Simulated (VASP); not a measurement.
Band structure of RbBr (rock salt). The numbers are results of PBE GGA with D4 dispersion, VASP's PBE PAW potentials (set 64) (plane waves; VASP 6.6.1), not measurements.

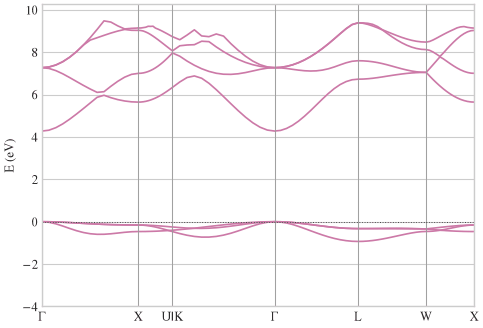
Fig. 1. Bands along high-symmetry lines, zero at the valence-band maximum or, without a gap, the Fermi level

Problem. Read the plot: is there a gap, and where are the band edges?

Solution. The gap is direct, 4.28 eV, from the valence maximum at Γ to the conduction minimum at Γ. (Edges off the drawn lines would not show.)

Measured: gap 7.20 eV (computed value off by -2.92 eV), as given by Aguado et al., (1998), arXiv:cond-mat/9809176.

The compound is RbBr in the rock salt structure. It was relaxed first.
